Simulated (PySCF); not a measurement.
System: C2H8BSi (SMILES CB(C)[SiH2]) (doublet).

```json
{"atom": "C", "x (Å)": "-0.2106", "y (Å)": "1.5502", "z (Å)": "0.1769"}
{"atom": "B", "x (Å)": "0.0463", "y (Å)": "-0.0210", "z (Å)": "0.0464"}
{"atom": "C", "x (Å)": "-1.2368", "y (Å)": "-0.9510", "z (Å)": "-0.1547"}
{"atom": "Si", "x (Å)": "1.7890", "y (Å)": "-0.7425", "z (Å)": "0.1231"}
{"atom": "H", "x (Å)": "-0.8694", "y (Å)": "1.7758", "z (Å)": "1.0166"}
{"atom": "H", "x (Å)": "-0.7180", "y (Å)": "1.9426", "z (Å)": "-0.7053"}
{"atom": "H", "x (Å)": "0.6953", "y (Å)": "2.1397", "z (Å)": "0.3132"}
{"atom": "H", "x (Å)": "-1.9450", "y (Å)": "-0.8310", "z (Å)": "0.6664"}
{"atom": "H", "x (Å)": "-1.0075", "y (Å)": "-2.0133", "z (Å)": "-0.2268"}
{"atom": "H", "x (Å)": "-1.7851", "y (Å)": "-0.6793", "z (Å)": "-1.0581"}
{"atom": "H", "x (Å)": "2.1874", "y (Å)": "-2.1542", "z (Å)": "0.0244"}
{"atom": "H", "x (Å)": "3.0558", "y (Å)": "-0.0167", "z (Å)": "0.2959"}
```

Geometry: GFN2-xTB.

Method: UKS B3LYP, pcH-1 on B C H Si, non-relativistic, mean-field spin-orbit, GIAO in PySCF.

> What will maps of the electron density, electron localisation function and spin density show?

C–B (1.60 Å): the density is about 1.3 e/Å³ at the midpoint; the ELF peaks at about 1 between the atoms; a shared electron pair.
Si–B (1.89 Å): the density is about 0.89 e/Å³ at the midpoint; the ELF peaks at about 0.95 between the atoms: a shared electron pair.
C–H (1.09 Å): ρ is about 1.9 e/Å³ halfway; the ELF climbs to about 1 towards the hydrogen, as it does in any bond to H; a covalent bond by its length.
Si–H (1.47 Å): ρ at the midpoint is about 0.79 e/Å³; the ELF climbs to about 1 towards the hydrogen.
The unpaired spin (1 electron) lies mostly on Si4 (about 0.7) and B2 (about 0.2), in electrons by Hirshfeld's partition.

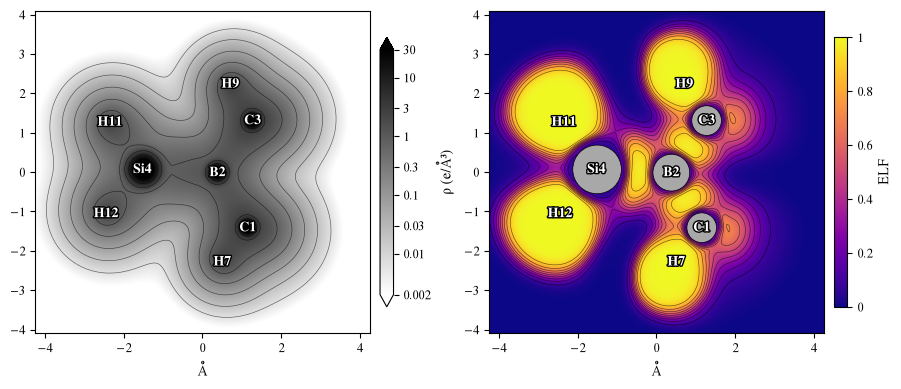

Computed electron density and electron localisation function on the plane of atoms B2, Si4 and H11, in this order. Grey discs cover the atomic cores in the ELF map. 
